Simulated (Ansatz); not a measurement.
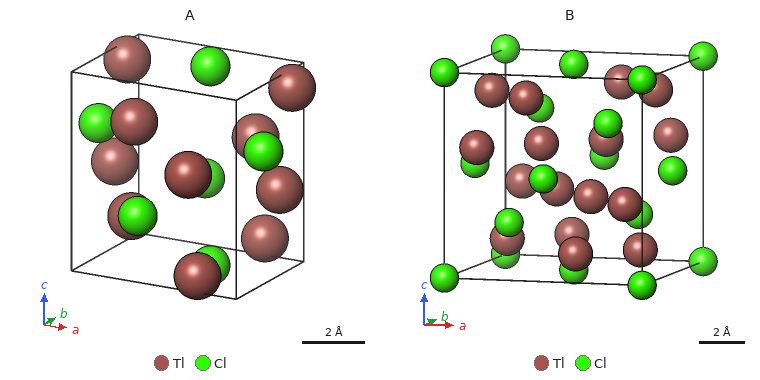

Two structures of Tl₂Cl, each relaxed to rest (conventional cells in solid outline, small ones repeated, not to one scale). Method: DFT PBE, scalar-relativistic, plane waves, PAW in Ansatz, without spin polarisation.

Describe A and B.

Answer. A: 9 atoms a cell on a primitive hexagonal lattice, P3_121. B: cubic Laves phase (C15, MgCu₂ type), Fd-3m.

A or B: which is lower in energy?

Answer. A is lower, by 121 meV/atom at this level of theory (energies at zero smearing). Volumes: A 39.1, B 33.1 Å³/atom.

One or both may be structure types tried for this composition rather than known phases.
